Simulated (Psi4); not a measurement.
# [NO2]+ (SMILES O=[N+]=O): levels of theory compared

Aim: a comparison of 6 runs (HF/STO-3G, HF/3-21G, B3LYP-D3(BJ)/ANO0, B3LYP/ANO0, MP2/6-31G**, CCD/aug-pcseg-1) of [NO2]+. 

The results are computed with Psi4 1.11.

9 further runs of the same task are left out: 4 that didn't finish, 5 set aside as unsound or not needed.

## 1. Starting point

[NO2]+ has 3 atoms, charge +1, and is taken as a singlet. SMILES: `O=[N+]=O`. Geometry: relaxed at GFN2-xTB.

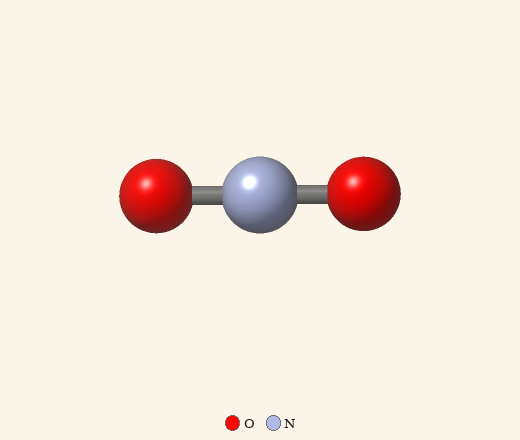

The structure, seen from a chosen angle (oxygen red, nitrogen light blue).

## 2. Energy and forces at HF/STO-3G (run 1)

Contents of job.json:

```json
{
  "schema_name": "qcschema_input",
  "schema_version": 1,
  "molecule": {
    "schema_name": "qcschema_molecule",
    "schema_version": 2,
    "symbols": ["O", "N", "O"],
    "geometry": [-1.06429375, 1.72189955, -0.38928358, -1.89e-05, -1.89e-05, 0.0, 1.06431265, -1.72188065, 0.38928358],
    "molecular_charge": 1,
    "molecular_multiplicity": 1,
    "fix_symmetry": "c1"
  },
  "driver": "gradient",
  "model": {
    "method": "hf",
    "basis": "STO-3G"
  },
  "keywords": {
    "puream": true,
    "e_convergence": 1e-09,
    "d_convergence": 1e-08,
    "scf_type": "pk"
  }
}
```

On the command line:

```console
psi4 --qcschema job.json -n 1 --memory 1600MB
```

stdout:

```text
[...]
  Running in c1 symmetry.
[...]
  Nuclear repulsion =   69.856929407774331
[...]
  Multiplicity = 1
[...]
  Nalpha       = 11
  Nbeta        = 11
[...]
    Number of basis functions: 15
[...]
   @RHF iter   1:  -200.72868531770317    1.21866e-01   3.92041e-02 ADIIS/DIIS
[...]
   @RHF iter   9:  -200.90314105788812   -2.47269e-12   4.53842e-09 DIIS
[...]
    Orbital Energies [Eh]
    ---------------------
    Doubly Occupied:
       1A    -21.029827     2A    -21.029774     3A    -16.330787
       4A     -2.157216     5A     -2.012028     6A     -1.241120
       7A     -1.241120     8A     -1.232695     9A     -1.128025
      10A     -0.882057    11A     -0.882057
[...]
  @RHF Final Energy:  -200.90314105788812
   => Energetics <=
    Nuclear Repulsion Energy =             69.8569294077743308
    One-Electron Energy =                -403.1867313452401618
    Two-Electron Energy =                 132.4266608795777245
    Total Energy =                       -200.9031410578881207
[...]
 Multipole Moments:
 ------------------------------------------------------------------------------------
     Multipole            Electronic (a.u.)      Nuclear  (a.u.)        Total (a.u.)
 ------------------------------------------------------------------------------------
 L = 1.  Multiply by 2.5417464519 to convert [e a0] to [Debye]
 Dipole X            :         -0.0000150            0.0000001           -0.0000149
 Dipole Y            :          0.0000007           -0.0000000            0.0000007
 Dipole Z            :         -0.0000118            0.0000000           -0.0000117
 Magnitude           :                                                    0.0000190
[...]
  -Total Gradient:
     Atom            X                  Y                   Z
    ------   -----------------  -----------------  -----------------
       1        0.000003394496    -0.000000151310    -0.324734278228
       2        0.000005506713    -0.000000245461    -0.000039156167
       3       -0.000008901209     0.000000396771     0.324773434395
[...]
```

The result, in JSON:

```text
{
 "driver": "gradient",
 "model": {
  "method": "hf",
  "basis": "STO-3G"
 },
 "success": true,
 "return_result": [3.394495761817466e-06, -1.51309741460477e-07, -0.3247342782280337, 5.5067127980311075e-06, -2.4546122158643464e-07, -3.915616717609094e-05, -8.901208559856663e-06, 3.967709630467583e-07, 0.324773434394794],
 "properties": {
  "calcinfo_nbasis": 15,
  "calcinfo_nmo": 15,
  "calcinfo_nalpha": 11,
  "calcinfo_nbeta": 11,
  "calcinfo_natom": 3,
  "nuclear_repulsion_energy": 69.85692940777433,
  "return_energy": -200.90314105788812,
  "return_gradient": [3.394495761817466e-06, -1.51309741460477e-07, -0.3247342782280337, 5.5067127980311075e-06, -2.4546122158643464e-07, -3.915616717609094e-05, -8.901208559856663e-06, 3.967709630467583e-07, 0.324773434394794],
  "scf_one_electron_energy": -403.18673134524016,
  "scf_two_electron_energy": 132.42666087957772,
  "scf_dipole_moment": [-1.4900490790309912e-05, 6.641892707441934e-07, -1.1730673071759512e-05],
  "scf_total_energy": -200.90314105788812,
  "scf_total_gradient": [3.394495761817466e-06, -1.51309741460477e-07, -0.3247342782280337, 5.5067127980311075e-06, -2.4546122158643464e-07, -3.915616717609094e-05, -8.901208559856663e-06, 3.967709630467583e-07, 0.324773434394794],
  "scf_iterations": 9
 }
}
```

It took 1.2 s on 1 thread of AMD EPYC 9R14 (Zen 4), shared host; peak memory 0.18 GiB.

## 3. The energy at HF/3-21G (run 2)

Contents of calc.in:

```
memory 1600 mb

molecule {
  1 1
  O     -0.563200     0.911190    -0.206000
  N     -0.000010    -0.000010     0.000000
  O      0.563210    -0.911180     0.206000
  symmetry c1
}

set basis 3-21G
set puream true
set e_convergence 1e-09
set d_convergence 1e-08
set scf_type pk

energy("scf")
print_variables()
```

On the command line:

```console
psi4 -n 1 calc.in calc.out
```

calc.out:

```text
[...]
  Running in c1 symmetry.
[...]
  Nuclear repulsion =   69.856929363039370
[...]
  Multiplicity = 1
[...]
  Nalpha       = 11
  Nbeta        = 11
[...]
    Number of basis functions: 27
[...]
   @RHF iter   1:  -202.28580298377551    7.74816e-01   2.42778e-02 ADIIS/DIIS
[...]
   @RHF iter  10:  -202.45805887464377   -1.08002e-12   6.87095e-09 DIIS
[...]
    Orbital Energies [Eh]
    ---------------------
    Doubly Occupied:
       1A    -21.051887     2A    -21.049959     3A    -16.276338
       4A     -2.184099     5A     -2.066519     6A     -1.258221
       7A     -1.253318     8A     -1.253318     9A     -1.181928
      10A     -0.927946    11A     -0.927946
[...]
  @RHF Final Energy:  -202.45805887464377
   => Energetics <=
    Nuclear Repulsion Energy =             69.8569293630393702
    One-Electron Energy =                -405.7670199642533362
    Two-Electron Energy =                 133.4520317265701692
    Total Energy =                       -202.4580588746437684
[...]
 Multipole Moments:
 ------------------------------------------------------------------------------------
     Multipole            Electronic (a.u.)      Nuclear  (a.u.)        Total (a.u.)
 ------------------------------------------------------------------------------------
 L = 1.  Multiply by 2.5417464519 to convert [e a0] to [Debye]
 Dipole X            :         -0.0000168            0.0000001           -0.0000167
 Dipole Y            :          0.0000008           -0.0000000            0.0000007
 Dipole Z            :         -0.0000232            0.0000000           -0.0000231
 Magnitude           :                                                    0.0000286
[...]
```

Run time: 1.2 s. Hardware: 1 thread of AMD EPYC 9R14 (Zen 4), shared host; peak memory 0.18 GiB.

## 4. The charge distribution at B3LYP-D3(BJ)/ANO0 (run 3)

Contents of calc.in:

```
memory 1600 mb

molecule molecule1 {
  1 1
  O     -0.563200     0.911190    -0.206000
  N     -0.000010    -0.000010     0.000000
  O      0.563210    -0.911180     0.206000
}

set basis ANO0
set reference rks
set scf_type pk

energy_value, wavefunction = energy('b3lyp-d3(bj)', return_wfn=True)
oeprop(wavefunction, 'MULLIKEN_CHARGES', 'MBIS_CHARGES', 'LOWDIN_CHARGES', 'MULTIPOLE(3)', 'DIPOLE', title='B3LYP-D3(BJ)')
print_variables()
```

On the command line:

```console
psi4 calc.in calc.out -n 1
```

calc.out:

```text
[...]
  Running in c1 symmetry.
[...]
  Nuclear repulsion =   69.856929363039370
[...]
  Multiplicity = 1
[...]
  Nalpha       = 11
  Nbeta        = 11
[...]
    Number of basis functions: 42
[...]
   @RKS iter   1:  -204.71515620138030    6.59100e-01   1.13818e-02 DIIS/ADIIS
[...]
   @RKS iter   8:  -204.79175504119348   -1.55555e-08   9.52818e-08 DIIS
[...]
    Orbital Energies [Eh]
    ---------------------
    Doubly Occupied:
       1A    -19.657824     2A    -19.657797     3A    -14.987066
       4A     -1.754937     5A     -1.648566     6A     -1.012675
       7A     -1.010733     8A     -1.010733     9A     -0.956619
      10A     -0.778281    11A     -0.778281
[...]
  @RKS Final Energy:  -204.79175504119348
   => Energetics <=
    Nuclear Repulsion Energy =             69.8569293630393702
    One-Electron Energy =                -409.0352732004624841
    Two-Electron Energy =                 153.5365798702110567
    DFT Exchange-Correlation Energy =     -19.1484672603694008
    Empirical Dispersion Energy =          -0.0015238136120520
    VV10 Nonlocal Energy =                  0.0000000000000000
    Total Energy =                       -204.7917550411934826
[...]
 Multipole Moments:
 ------------------------------------------------------------------------------------
     Multipole            Electronic (a.u.)      Nuclear  (a.u.)        Total (a.u.)
 ------------------------------------------------------------------------------------
 L = 1.  Multiply by 2.5417464519 to convert [e a0] to [Debye]
 Dipole X            :         -0.0000140            0.0000001           -0.0000139
 Dipole Y            :          0.0000006           -0.0000000            0.0000006
 Dipole Z            :         -0.0000190            0.0000000           -0.0000189
 Magnitude           :                                                    0.0000235
[...]
  Mulliken Charges: (a.u.)
   Center  Symbol    Alpha    Beta     Spin     Total
       1     O     3.92481  3.92481  0.00000  0.15039
       2     N     3.15039  3.15039  0.00000  0.69921
       3     O     3.92480  3.92480  0.00000  0.15040
   Total alpha = 11.00000, Total beta = 11.00000, Total charge =  1.00000
  Lowdin Charges: (a.u.)
   Center  Symbol    Alpha    Beta     Spin     Total
       1     O     3.72665  3.72665  0.00000  0.54670
       2     N     3.54671  3.54671  0.00000 -0.09342
       3     O     3.72664  3.72664  0.00000  0.54671
[...]
```

Run time: 16 s. Hardware: 1 thread of AMD EPYC 9R14 (Zen 4), shared host; peak memory 0.5 GiB.

Atomic charges (e):

```csv
atom,Löwdin,MBIS,Mulliken
O1,+0.547,+0.058,+0.150
N2,-0.093,+0.885,+0.699
O3,+0.547,+0.058,+0.150
```

Runs 4 to 5 aren't shown in full; the table further down has their settings and results.

## 5. Energy and gradient at CCD/aug-pcseg-1 (density fitting, density fitting for correlation) (run 6)

Contents of no2.in:

```
memory 1.6 GB

molecule system {
  1 1
  O     -0.563200     0.911190    -0.206000
  N     -0.000010    -0.000010     0.000000
  O      0.563210    -0.911180     0.206000
  symmetry c1
}

set {
  basis       aug-pcseg-1
  freeze_core true
  cc_type     df
  scf_type    df
}

result, w = gradient('ccd', return_wfn=True)
```

On the command line:

```console
psi4 no2.in no2.out -n 1
```

no2.out:

```text
[...]
  Running in c1 symmetry.
[...]
  Nuclear repulsion =   69.856929363039370
[...]
  Multiplicity = 1
[...]
  Nalpha       = 11
  Nbeta        = 11
[...]
    Number of basis functions: 69
[...]
   @DF-RHF iter   1:  -203.50412725745304    4.33985e-01   8.59735e-03 ADIIS/DIIS
[...]
   @DF-RHF iter  12:  -203.64042382988620   -7.67386e-13   4.66546e-11 DIIS
[...]
    Orbital Energies [Eh]
    ---------------------
    Doubly Occupied:
       1A    -21.090824     2A    -21.090755     3A    -16.299713
       4A     -2.145563     5A     -2.004924     6A     -1.264706
       7A     -1.216094     8A     -1.216094     9A     -1.184318
      10A     -0.928752    11A     -0.928752
[...]
  @DF-RHF Final Energy:  -203.64042382988620
   => Energetics <=
    Nuclear Repulsion Energy =             69.8569293630393702
    One-Electron Energy =                -408.2537161103075505
    Two-Electron Energy =                 134.7563629173819493
    Total Energy =                       -203.6404238298862026
[...]
 Multipole Moments:
 ------------------------------------------------------------------------------------
     Multipole            Electronic (a.u.)      Nuclear  (a.u.)        Total (a.u.)
 ------------------------------------------------------------------------------------
 L = 1.  Multiply by 2.5417464519 to convert [e a0] to [Debye]
 Dipole X            :         -0.0000185            0.0000001           -0.0000184
 Dipole Y            :          0.0000008           -0.0000000            0.0000008
 Dipole Z            :         -0.0000277            0.0000000           -0.0000277
 Magnitude           :                                                    0.0000332
[...]
	Warning: cc_lambda option is changed to TRUE
	For this residual convergence, default PCG convergence is:     1.00e-07
[...]
	DF-MP2 Total Energy (a.u.)         :  -204.20284916581812
[...]
```

It took 6 s on 1 thread of AMD EPYC 9R14 (Zen 4), shared host; peak memory 0.64 GiB.

## 6. Overview of the runs

```csv
run,level,task,symmetry,energy (Eh),HOMO energy (eV),LUMO energy (eV),HOMO–LUMO gap (eV),wall time
1,HF/STO-3G,gradient,c1,-200.903141,-24.00,-5.70,18.30,1.2 s
2,HF/3-21G,energy,c1,-202.458059,-25.25,-6.82,18.43,1.2 s
3,B3LYP-D3(BJ)/ANO0,properties,auto,-204.791755,-21.18,-10.98,10.20,16 s
4,B3LYP/ANO0,properties,auto,-204.790231,-21.18,-10.98,10.20,14 s
5,MP2/6-31G** (spherical functions),energy,c1,-204.212330,-25.36,-5.74,19.62,1.4 s
6,"CCD/aug-pcseg-1 (density fitting, density fitting for correlation)",gradient,c1,-204.171280,-25.27,-5.67,19.60,6 s
```

## 7. Results

```
                                          quantity          value
                               run 6: total energy  -204.17128 Eh
        run 6: HOMO energy (Hartree–Fock orbitals)      -25.27 eV
        run 6: LUMO energy (Hartree–Fock orbitals)       -5.67 eV
      run 6: HOMO–LUMO gap (Hartree–Fock orbitals)       19.60 eV
run 6: correlation energy (3 core orbitals frozen)     -530.9 mEh
                   run 6: largest force on an atom     4.525 eV/Å
```

**Reading.** Over runs 1, 2, 3, 4 the HOMO–LUMO gap runs from 10.20 eV (B3LYP-D3(BJ)/ANO0) to 18.43 eV (HF/3-21G). The two ends differ in method and basis. In run 1 the basis is minimal, so the values are rough. All runs together took 40 s, the longest 16 s.
